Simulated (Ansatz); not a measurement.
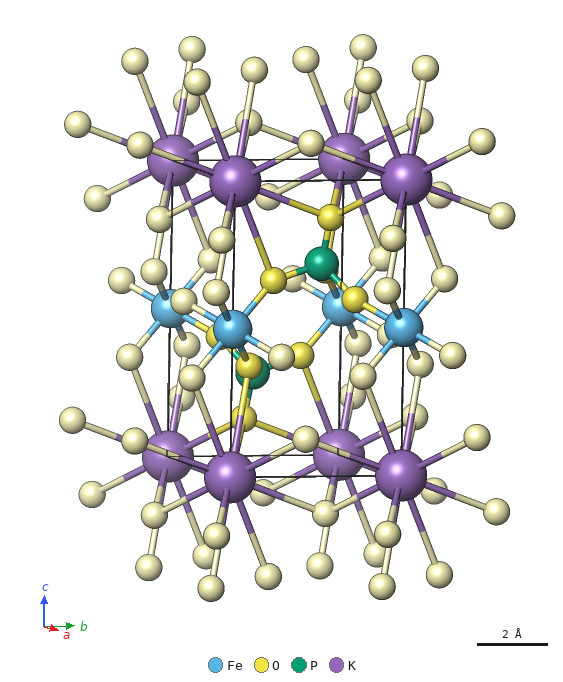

An orthographic ball-and-stick view of the structure, slightly off an axis. One simulation cell is framed, with atoms on its boundary repeated. Periodic images bonded to atoms of the box are shown as well, in fainter colours.

```yaml
crystal:
  lattice:
    - [4.23803, 2.55238, 0.00000]
    - [4.23803, -2.55238, 0.00000]
    - [0.48315, 0.00000, -8.61478]
  atoms:
    - { symbol: Fe, position: [0.00000, 0.00000, 0.50000] }
    - { symbol: O, position: [0.78880, 0.78880, 0.58110] }
    - { symbol: O, position: [0.21120, 0.21120, 0.41890] }
    - { symbol: O, position: [0.67870, 0.67870, 0.85100] }
    - { symbol: O, position: [0.32130, 0.32130, 0.14900] }
    - { symbol: O, position: [0.31190, 0.78590, 0.64780] }
    - { symbol: O, position: [0.21410, 0.68810, 0.35220] }
    - { symbol: O, position: [0.68810, 0.21410, 0.35220] }
    - { symbol: O, position: [0.78590, 0.31190, 0.64780] }
    - { symbol: P, position: [0.64360, 0.64360, 0.69250] }
    - { symbol: P, position: [0.35640, 0.35640, 0.30750] }
    - { symbol: K, position: [0.00000, 0.00000, 0.00000] }
```

Run with DFT, PAW plane waves, PBEsol in Ansatz and these settings: a kinetic-energy cutoff of 420 eV, a 6×6×3 k-point grid, cold smearing of 0.28 eV, no spin polarisation (a spin-restricted run, not always the ground state).

What charge does Bader's analysis assign to each element?

K +0.92 e; Fe +1.80 e; P +3.85 e; O -1.47 to -1.22 e.

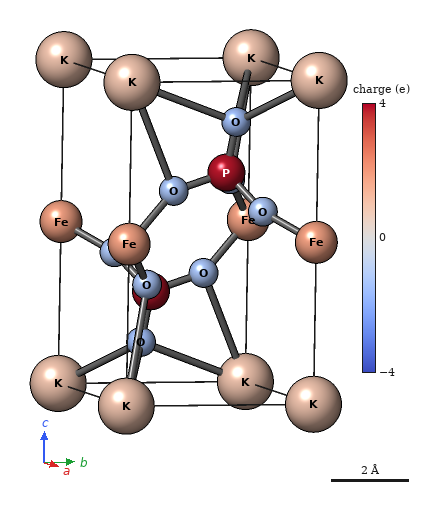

The atoms coloured by those charges.

Origin: a generated cell, made by putting these elements into a known structure type (the compound may or may not exist in this form); unrelaxed. A calculation with Ansatz used it as input.

At this level of theory the cell isn't at rest (forces up to 5.7 eV/Å), so its distances can differ from those at equilibrium, the more so the softer the solid.
